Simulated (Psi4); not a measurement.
**InNH2Cl (SMILES [NH2][In][Cl]): UHF/STO-3G**

Aim: the vertical ionisation energy of InNH2Cl at UHF/STO-3G, from 2 runs. 

The results are computed with Psi4 1.11.

4 further runs of the same task are left out: 3 that didn't finish, 1 set aside as unsound or not needed.

## (1) Starting point

InNH2Cl has 5 atoms, charge 0, and is taken as a doublet. SMILES: `[NH2][In][Cl]`. The coordinates come from a PBE0-D4/def2-TZVP relaxation. This is one conformer, not always the lowest.

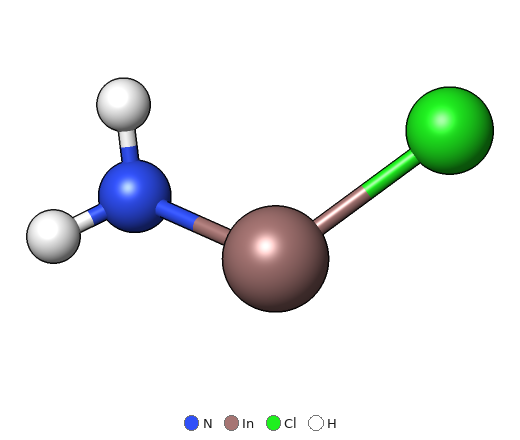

Viewed from a chosen angle; nitrogen blue, indium brown, chlorine green, hydrogen white.

## (2) A single-point energy at UHF/STO-3G

calc.dat

```
memory 2200 mb

molecule {
  0 2
  N     -0.142600     0.808600    -0.493900
  In    -0.411600    -1.217800    -0.153300
  Cl     1.391500    -2.211500     1.018700
  H     -0.999700     1.283800    -0.756700
  H      0.212300     1.263200     0.343800
  symmetry c1
}

set {
  reference     uhf
  puream        true
  e_convergence 1e-09
  d_convergence 1e-08
  scf_type      pk
  maxiter       100
}

result, w = energy('scf/STO-3G', return_wfn=True)
oeprop(w, 'MULLIKEN_CHARGES', 'WIBERG_LOWDIN_INDICES', 'MAYER_INDICES', title='SCF')
print_variables()
```

Launch:

```console
$ psi4 calc.dat calc.out -n 1
```

calc.out, shortened:

```text
[...]
  Running in c1 symmetry.
[...]
  Nuclear repulsion =  322.390401142851715
[...]
  Multiplicity = 2
[...]
  Nalpha       = 38
  Nbeta        = 37
[...]
    Number of basis functions: 43
[...]
   @UHF iter   1: -6191.98710678512089   -3.42854e+00   1.54493e-02 DIIS/ADIIS
[...]
   @UHF iter  15: -6192.42402627911542    3.63798e-12   4.90763e-09 DIIS
[...]
   @S^2 Observed:                7.565994610E-01
[...]
    Orbital Energies [Eh]
    ---------------------
    Alpha Occupied:
       1A   -986.870361     2A   -146.007540     3A   -138.018493
       4A   -138.017998     5A   -138.017401     6A   -103.544107
       7A    -27.699373     8A    -24.717454     9A    -24.715258
      10A    -24.713275    11A    -16.583704    12A    -16.583466
      13A    -16.582094    14A    -16.579725    15A    -16.578841
      16A    -15.229501    17A    -10.242929    18A     -7.686601
      19A     -7.681881    20A     -7.681864    21A     -4.253344
      22A     -3.072204    23A     -3.066682    24A     -3.060391
      25A     -1.030302    26A     -0.924544    27A     -0.572658
      28A     -0.569844    29A     -0.564967    30A     -0.564005
      31A     -0.560954    32A     -0.533484    33A     -0.442450
      34A     -0.375006    35A     -0.338600    36A     -0.333298
[...]
  @UHF Final Energy: -6192.42402627911542
   => Energetics <=
    Nuclear Repulsion Energy =            322.3904011428517151
    One-Electron Energy =               -9220.9563737168900843
    Two-Electron Energy =                2706.1419462949234003
    Total Energy =                      -6192.4240262791154237
  UHF NO Occupations:
  HONO-2 :   36  A 1.9996361
  HONO-1 :   37  A 1.9973278
[...]
 Multipole Moments:
 ------------------------------------------------------------------------------------
     Multipole            Electronic (a.u.)      Nuclear  (a.u.)        Total (a.u.)
 ------------------------------------------------------------------------------------
 L = 1.  Multiply by 2.5417464519 to convert [e a0] to [Debye]
 Dipole X            :         -6.1898125            4.4333976           -1.7564148
 Dipole Y            :         -5.1768039            5.4525214            0.2757174
 Dipole Z            :         -2.5651304            2.0965757           -0.4685547
 Magnitude           :                                                    1.8386290
[...]
  Mulliken Charges: (a.u.)
   Center  Symbol    Alpha    Beta     Spin     Total
       1     N     3.84665  3.70873  0.13792 -0.55538
       2    IN    24.50027 23.68132  0.81895  0.81841
       3    CL     8.78007  8.72626  0.05382 -0.50633
       4     H     0.43452  0.44413 -0.00961  0.12136
       5     H     0.43849  0.43956 -0.00107  0.12195
   Total alpha = 38.00000, Total beta = 37.00000, Total charge =  0.00000
  Mayer Bond Indices:
  Total Bond Index:
[...]
```

Run time: 5.1 s. Hardware: 1 thread of Intel Xeon at 2.50GHz (Skylake/Cascade Lake), shared host; peak memory 0.19 GiB.

## (3) The singlet cation: energy and gradient at HF/STO-3G

input.inp

```
memory 2.2 GB

molecule {
  1 1
  N     -0.26947495     1.52803254    -0.93333573
  In    -0.77781127    -2.30130847    -0.28969501
  Cl     2.62955390    -4.17912932     1.92506400
  H     -1.88915921     2.42603040    -1.42995576
  H      0.40118886     2.38710204     0.64968784
  units au
  symmetry c1
  no_reorient
  no_com
}

set basis STO-3G
set puream true
set e_convergence 1e-09
set d_convergence 1e-08
set scf_type pk

e_tot, wfn = gradient("scf", return_wfn=True)
oeprop(wfn, "DIPOLE", "WIBERG_LOWDIN_INDICES", "MAYER_INDICES")
```

Launch:

```console
$ psi4 input.inp input.out -n 1
```

input.out, shortened:

```text
[...]
  Running in c1 symmetry.
[...]
  Nuclear repulsion =  322.390401860018017
[...]
  Multiplicity = 1
[...]
  Nalpha       = 37
  Nbeta        = 37
[...]
    Number of basis functions: 43
[...]
   @RHF iter   1: -6191.71705570618360   -3.15848e+00   1.72252e-02 DIIS/ADIIS
[...]
   @RHF iter  13: -6192.22352501347996    4.54747e-12   4.73899e-09 DIIS
[...]
  @RHF Final Energy: -6192.22352501347996
   => Energetics <=
    Nuclear Repulsion Energy =            322.3904018600180166
    One-Electron Energy =               -9198.5296507612074492
    Two-Electron Energy =                2683.9157238877082818
    Total Energy =                      -6192.2235250134799571
[...]
  -Total Gradient:
     Atom            X                  Y                   Z
    ------   -----------------  -----------------  -----------------
       1        0.016256492221     0.073086710181     0.013426172378
       2       -0.061972960495    -0.042904654574    -0.024790247043
       3        0.037301198798    -0.004749114594     0.022699927934
       4        0.011520107728    -0.017955414010     0.006422469428
       5       -0.003104838010    -0.007477527370    -0.017758322752
[...]
 Multipole Moments:
 ------------------------------------------------------------------------------------
     Multipole            Electronic (a.u.)      Nuclear  (a.u.)        Total (a.u.)
 ------------------------------------------------------------------------------------
 L = 1.  Multiply by 2.5417464519 to convert [e a0] to [Debye]
 Dipole X            :         -5.7376891            3.2153691           -2.5223200
 Dipole Y            :        166.1825986         -168.2999532           -2.1173547
 Dipole Z            :        -12.0089230           11.2174145           -0.7915086
 Magnitude           :                                                    3.3870008
[...]
```

It took 7.8 s on 1 thread of Intel Xeon at 2.50GHz (Skylake/Cascade Lake), shared host; peak memory 0.2 GiB.

## (4) Results

At UHF/STO-3G:

```
                                           quantity           value
                      doublet InNH2Cl: total energy  -6192.42403 Eh
                     doublet InNH2Cl: dipole moment          4.67 D
doublet InNH2Cl: HOMO energy (highest over α and β)        -5.83 eV
 doublet InNH2Cl: LUMO energy (lowest over α and β)         4.03 eV
                              doublet InNH2Cl: ⟨S²⟩           0.757
                       singlet cation: total energy  -6192.22353 Eh
                        singlet cation: HOMO energy       -14.10 eV
                        singlet cation: LUMO energy        -4.99 eV
                      singlet cation: HOMO–LUMO gap         9.11 eV
           singlet cation: largest force on an atom      4.080 eV/Å
 vertical ionisation energy (to the singlet cation)        5.456 eV
```

**Reading.** Removing an electron at fixed nuclei costs 5.46 eV (126 kcal/mol). Only the singlet of the ionised species was computed; a triplet could lie lower. In a minimal basis such a difference can be off by several eV, whatever the method. Mulliken charges (doublet InNH2Cl) run from -0.56 on N1 to +0.82 on In2; they depend strongly on the basis. Relativity is left out (doublet InNH2Cl) although the molecule holds a heavy atom. Relativity is left out (singlet cation) although the molecule holds a heavy atom.
